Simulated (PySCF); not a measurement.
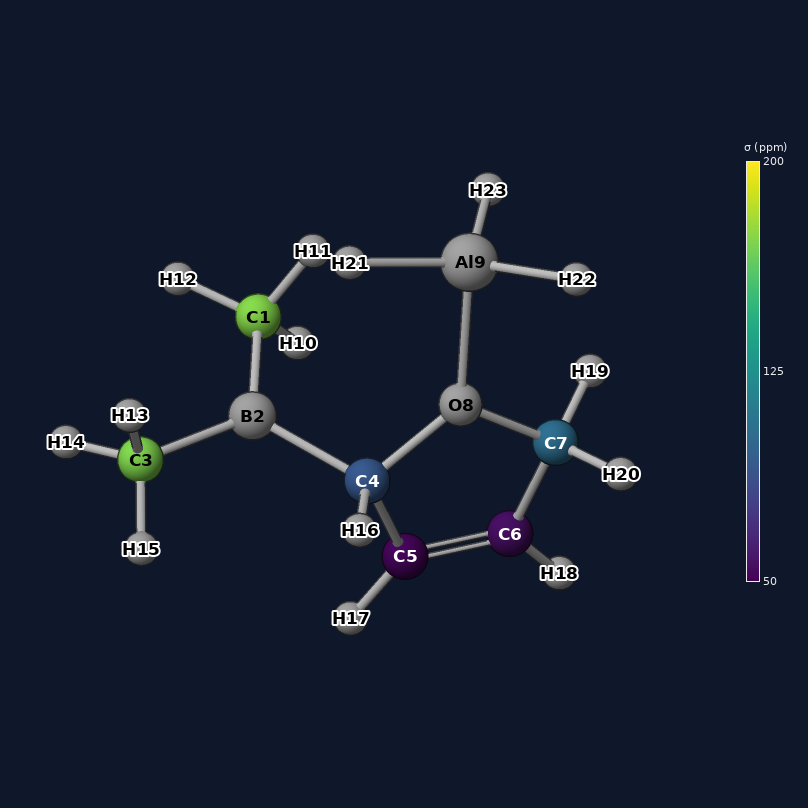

Atoms are coloured by their isotropic NMR shieldings (C only, the others grey). Computed geometry: GFN2-xTB optimisation. No frequency run is at hand to confirm it as a minimum. Level of theory: GIAO PBE0/pcSseg-1 NMR shielding, non-relativistic, gas phase (PySCF 2.14.0).

Q: Which C atom is the most shielded (lowest chemical shift)?

A: C1 (172.0 ppm).

Q: Which C atom is the least shielded (highest chemical shift)?

A: C5 (52.9 ppm).

Q: How wide is the range of C shifts?

A: 119.1 ppm.

Give the isotropic NMR shieldings of the C atoms atom by atom.

| atom | σ (ppm) |
| --- | --- |
| C1 | 172.0 |
| C3 | 171.1 |
| C4 | 91.4 |
| C5 | 52.9 |
| C6 | 56.1 |
| C7 | 103.1 |

The geometry is semi-empirical. Around Al, B such bond lengths and angles can be off by a tenth of an ångström or more and by several degrees, and values that hang on the shape move with them.
